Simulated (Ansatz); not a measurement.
# ClGaH₅N: search for a transition state

Wanted: the transition state of a four-centre ligand exchange (form Ga1–N6, Cl2–H5 and break Ga1–Cl2, H5–N6). The guess is relaxed with those distances held, a saddle search follows, and vibrations and two downhill relaxations check it.

Program: Ansatz 0.2.0, Gaussian basis. Level of theory: PBE0-D4, def2-SVP first, then def2-TZVP. These are calculated values, not measurements.

**1. Where the work starts**

The guess: 8 atoms, charge 0, spin multiplicity 1.

Atoms are counted from 1 here; the program's logs count them from 0.

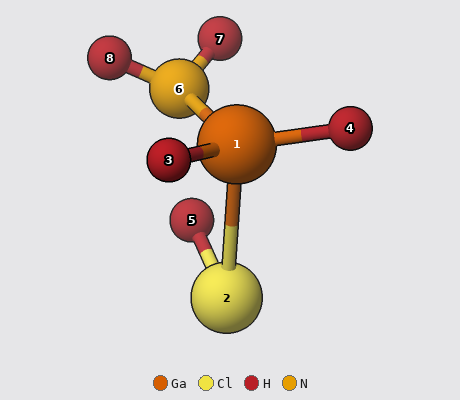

As it starts; gallium orange, chlorine yellow, hydrogen red, nitrogen amber; atoms are numbered from 1 in the order of the file.

As a file:

```tsv
atom	x (Å)	y (Å)	z (Å)
Ga1	0.0784	0.8756	-0.2742
Cl2	1.8930	-0.5825	-0.7526
H3	0.6773	1.9539	0.6613
H4	-0.4413	1.3227	-1.6624
H5	0.9017	-1.1953	-0.1110
N6	-0.6964	-0.6612	0.5144
H7	-1.5464	-1.0460	0.1065
H8	-0.8662	-0.6672	1.5181
```

Distances that are to change: Ga1–N6 1.89 Å, Cl2–H5 1.33 Å, Ga1–Cl2 2.38 Å, H5–N6 1.80 Å.

**2. Relaxing the guess with the reacting distances held**

File hold/in.yaml:

```yaml
crystal:
  periodic: [false, false, false]
  atoms:
    - {symbol: Ga, position_ang: [0.078400, 0.875600, -0.274200]}
    - {symbol: Cl, position_ang: [1.893000, -0.582500, -0.752600]}
    - {symbol: H, position_ang: [0.677300, 1.953900, 0.661300]}
    - {symbol: H, position_ang: [-0.441300, 1.322700, -1.662400]}
    - {symbol: H, position_ang: [0.901700, -1.195300, -0.111000]}
    - {symbol: N, position_ang: [-0.696400, -0.661200, 0.514400]}
    - {symbol: H, position_ang: [-1.546400, -1.046000, 0.106500]}
    - {symbol: H, position_ang: [-0.866200, -0.667200, 1.518100]}
basis:
  gaussian: {orbitals: def2-SVP}
hamiltonian: {xc: pbe0, dispersion: d4}
relax: {f_tol: 0.04, max_steps: 150, escape_saddle: false, constraints: [{distance: [0, 5]}, {distance: [1, 4]}, {distance: [0, 1]}, {distance: [4, 5]}]}
```

The run is started by

```bash
> ansatz run in.yaml --threads 4 --pin off --events-out ev --progress --plain --max-ram 9574MiB
```

What it wrote (excerpt; [...] marks lines left out):

```text
Functional definition: PBE0
  name "PBE0"
  cite "Adamo & Barone, J. Chem. Phys. 110, 6158 (1999) doi:10.1063/1.478522"
  cite "Perdew, Burke & Ernzerhof, Phys. Rev. Lett. 77, 3865 (1996) doi:10.1103/PhysRevLett.77.3865"
  parent pbe
[...]
942 factors; integrals over basis functions are off by at most 4.4e-4 eV
[...]
mean field -66447.84674318 eV, -2441.9133278436 hartree, gradient 6.9e-6 eV, S^2 0.000000; 0 other end points of the search recorded, 0 dependent functions left out
[...]
reference -66447.84677084 eV, -2441.9133288601 hartree; 30, 30 occupied and 59, 59 virtual orbitals, 942 factors
relax step   1: F+E_penalty+E_count = -66447.98120045 eV  Δ(F+E_penalty+E_count) = +0.000e0 eV  max|allowed force component| = 3.525e-1 eV/Å  Δτ_max = 0.0000 Å  (25 SCF iters, accepted)
[...]
relax step   5: F+E_penalty+E_count = -66448.02385891 eV  Δ(F+E_penalty+E_count) = -1.331e-3 eV  max|allowed force component| = 5.400e-2 eV/Å  Δτ_max = 0.0202 Å  (27 SCF iters, accepted)
[...]
relax step   6: F+E_penalty+E_count = -66448.02420833 eV  Δ(F+E_penalty+E_count) = -3.494e-4 eV  max|allowed force component| = 2.945e-3 eV/Å  Δτ_max = 0.0061 Å  (23 SCF iters, accepted)
  distance Ga 0 - N 5 held at 1.893135 Å   reaction = -4.0674e-1 eV/Å
  distance Cl 1 - H 4 held at 1.330357 Å   reaction = -9.9089e-1 eV/Å
  distance Ga 0 - Cl 1 held at 2.376488 Å   reaction = -1.2534e0 eV/Å
  distance H 4 - N 5 held at 1.797307 Å   reaction = +5.3278e-1 eV/Å
942 factors; integrals over basis functions are off by at most 4.3e-4 eV
[...]
mean field -66447.88926611 eV, -2441.9148905325 hartree, gradient 2.2e-5 eV, S^2 0.000000; 1 other end points of the search recorded, 0 dependent functions left out
[...]
reference -66447.88929357 eV, -2441.9148915417 hartree; 30, 30 occupied and 59, 59 virtual orbitals, 942 factors
Total energy: -66448.02423579 eV, -2441.9198505766 hartree
Atom 0 at     0.069645     0.905886    -0.278707 Å, force    -0.785026     1.109878     0.077219 eV/Å
Atom 1 at     1.873319    -0.568784    -0.747541 Å, force     1.681586    -0.307974    -0.725892 eV/Å
Atom 2 at     0.699228     1.916931     0.738510 Å, force    -0.000065    -0.000552    -0.000049 eV/Å
Atom 3 at    -0.476625     1.255434    -1.704454 Å, force     0.000208    -0.000397     0.000376 eV/Å
Atom 4 at     0.893659    -1.199429    -0.105356 Å, force    -1.201517    -0.301708     0.659862 eV/Å
Atom 5 at    -0.698628    -0.635064     0.508180 Å, force     0.307284    -0.496760    -0.013493 eV/Å
Atom 6 at    -1.527597    -1.032797     0.072975 Å, force    -0.002182    -0.001864    -0.000968 eV/Å
Atom 7 at    -0.832901    -0.642177     1.516495 Å, force    -0.000288    -0.000622     0.002945 eV/Å
Dipole moment:    -0.185156    -0.342892     0.181963 e Å
```

Wall time 11 s (4 threads of Arm Neoverse V1, shared host); peak memory 0.19 GiB.

Along the way:

```tsv
step	energy from step 1 (eV)	largest force component (eV/Å)
1	0.0000	0.3525
2	-0.0221	0.3354
3	-0.0410	0.1049
4	-0.0413	0.0706
5	-0.0427	0.0540
6	-0.0430	0.0029
```

Distances of close pairs at the start and the end, largest changes first:

```tsv
bond	before (Å)	after (Å)	change (Å)
Ga1–H3	1.548	1.566	+0.018
Ga1–H4	1.548	1.566	+0.018
N6–H7	1.018	1.017	-0.001
N6–H8	1.018	1.017	-0.001
Ga1–N6	1.893	1.893	+0.000
Ga1–Cl2	2.376	2.376	+0.000
Cl2–H5	1.330	1.330	+0.000
```

**3. Force constants to start from**

File hessian/in.yaml:

```yaml
crystal:
  periodic: [false, false, false]
  atoms:
    - {symbol: Ga, position_ang: [0.069645, 0.905886, -0.278707]}
    - {symbol: Cl, position_ang: [1.873319, -0.568784, -0.747541]}
    - {symbol: H, position_ang: [0.699228, 1.916931, 0.738510]}
    - {symbol: H, position_ang: [-0.476625, 1.255434, -1.704454]}
    - {symbol: H, position_ang: [0.893659, -1.199429, -0.105356]}
    - {symbol: N, position_ang: [-0.698628, -0.635064, 0.508180]}
    - {symbol: H, position_ang: [-1.527597, -1.032797, 0.072975]}
    - {symbol: H, position_ang: [-0.832901, -0.642177, 1.516495]}
basis:
  gaussian: {orbitals: def2-SVP}
hamiltonian: {xc: pbe0, dispersion: d4}
phonons: {}
scf: {lower_state_search: off}
```

The run is started by

```bash
> ansatz run in.yaml --threads 4 --pin off --events-out ev --progress --plain --max-ram 9574MiB
```

What it wrote (excerpt; [...] marks lines left out):

```text
[... 5 set-up lines as earlier in the session ...]
[...]
943 factors; integrals over basis functions are off by at most 2.8e-4 eV
[...]
mean field -66447.88926336 eV, -2441.9148904314 hartree, gradient 7.6e-6 eV, S^2 0.000000; 0 other end points of the search recorded, 0 dependent functions left out
[...]
reference -66447.88929073 eV, -2441.9148914374 hartree; 30, 30 occupied and 59, 59 virtual orbitals, 943 factors
[... from here to the last solve, the lines of the solves are left out (47 solves) ...]
943 factors; integrals over basis functions are off by at most 2.8e-4 eV
mean field -66447.88910378 eV, -2441.9148845671 hartree, gradient 1.6e-6 eV, S^2 0.000000; 0 other end points of the search recorded, 0 dependent functions left out
[...]
WARN: phonons: modes at or below zero, which the zero-point energy, F, S and C_V leave out: 1, the lowest at -349.45 cm⁻¹. A minimum has none, and a first-order saddle one
[...]
Atom 0 at     0.069645     0.905886    -0.278707 Å, force    -0.784994     1.109759     0.077237 eV/Å
Atom 1 at     1.873319    -0.568784    -0.747541 Å, force     1.681595    -0.307902    -0.725916 eV/Å
Atom 2 at     0.699228     1.916931     0.738510 Å, force    -0.000067    -0.000545    -0.000055 eV/Å
Atom 3 at    -0.476625     1.255434    -1.704454 Å, force     0.000209    -0.000387     0.000376 eV/Å
Atom 4 at     0.893659    -1.199429    -0.105356 Å, force    -1.201531    -0.301741     0.659878 eV/Å
Atom 5 at    -0.698628    -0.635064     0.508180 Å, force     0.307241    -0.496703    -0.013521 eV/Å
Atom 6 at    -1.527597    -1.032797     0.072975 Å, force    -0.002166    -0.001858    -0.000964 eV/Å
Atom 7 at    -0.832901    -0.642177     1.516495 Å, force    -0.000288    -0.000624     0.002966 eV/Å
Dipole moment:    -0.185156    -0.342891     0.181962 e Å
Vibrations: -349.45 256.41 262.71 430.53 457.58 478.60 630.15 644.02 706.96 747.72 747.86 816.47 1543.29 1989.14 1989.17 2338.16 3570.56 3667.23 cm⁻¹, zero-point energy 1.318979 eV
Checks for a lower state left out: stability, starts, cluster_reference, orbital_swaps, neighbouring_geometries, increment
```

Wall time 39 s (4 threads of Arm Neoverse V1, shared host); peak memory 0.17 GiB.

The structure is not stationary yet, so these wavenumbers are no spectrum; the search needs only the force constants.

**4. Saddle search in the small basis**

The search itself is an outer loop (partitioned rational-function steps, Bofill update of the Hessian). Each step is one single-point run with forces. It stops when the largest force is under 0.04 eV/Å and the followed curvature is negative. The first step's input:

File presaddle/in.yaml:

```yaml
crystal:
  periodic: [false, false, false]
  atoms:
    - {symbol: Ga, position_ang: [0.069645, 0.905886, -0.278707]}
    - {symbol: Cl, position_ang: [1.873319, -0.568784, -0.747541]}
    - {symbol: H, position_ang: [0.699228, 1.916931, 0.738510]}
    - {symbol: H, position_ang: [-0.476625, 1.255434, -1.704454]}
    - {symbol: H, position_ang: [0.893659, -1.199429, -0.105356]}
    - {symbol: N, position_ang: [-0.698628, -0.635064, 0.508180]}
    - {symbol: H, position_ang: [-1.527597, -1.032797, 0.072975]}
    - {symbol: H, position_ang: [-0.832901, -0.642177, 1.516495]}
basis:
  gaussian: {orbitals: def2-SVP}
hamiltonian: {xc: pbe0, dispersion: d4}
output: {forces: true}
scf: {lower_state_search: off}
```

The run is started by

```bash
> ansatz run in.yaml --threads 4 --pin off --events-out ev --progress --plain --max-ram 9574MiB
```

Step by step:

```tsv
step	energy (eV)	largest force (eV/Å)	followed curvature (eV/Å²)
1	-66448.02421	1.6816	-1.44
2	-66448.01729	1.0718	-0.95
3	-66447.98114	0.5810	-0.43
4	-66447.93467	0.4217	-0.25
5	-66447.88238	1.1826	-1.78
6	-66447.92819	0.3665	-3.73
7	-66447.92466	0.2844	-0.10
8	-66447.88368	0.7090	-0.24
9	-66447.90264	0.4260	-1.07
10	-66447.89594	0.6983	-1.07
11	-66447.89846	0.5008	-0.29
14	-66447.88113	0.3393	-0.55
17	-66447.87570	0.1580	-3.42
20	-66447.87523	0.1472	0.01
23	-66447.86334	0.1354	0.01
26	-66447.82133	0.2370	-0.03
29	-66447.78221	0.3433	-2.31
32	-66447.77177	0.6069	-1.06
35	-66447.77356	0.1862	-0.32
38	-66447.77440	0.0965	-0.55
41	-66447.77522	0.1597	-0.02
44	-66447.76633	0.2006	-0.28
47	-66447.76914	0.1239	-1.83
50	-66447.77246	0.1835	-1.65
53	-66447.76857	0.1923	0.01
54	-66447.76708	0.1178	-0.05
55	-66447.76247	0.2363	-0.05
56	-66447.75572	0.3180	-0.55
57	-66447.76143	0.1806	-1.71
58	-66447.76114	0.1204	-0.68
59	-66447.75990	0.1480	-0.02
60	-66447.75833	0.1003	-0.07
```

The 60 steps took 56 s in all (4 threads of Arm Neoverse V1, shared host).

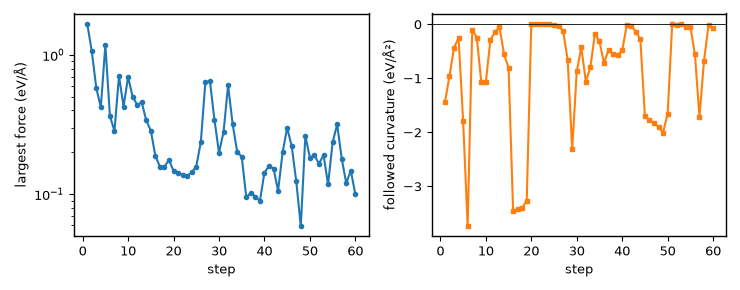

Largest force and followed curvature during the search.

**5. Results**

| quantity | value |
| --- | --- |
| search | not converged after 60 steps |
| last largest force | 0.100 eV/Å |
| last followed curvature | -0.07 eV/Å² |

**Reading.** No saddle point was found from this guess, so no barrier can be given. The curvature is negative, but the forces are still above the tolerance.
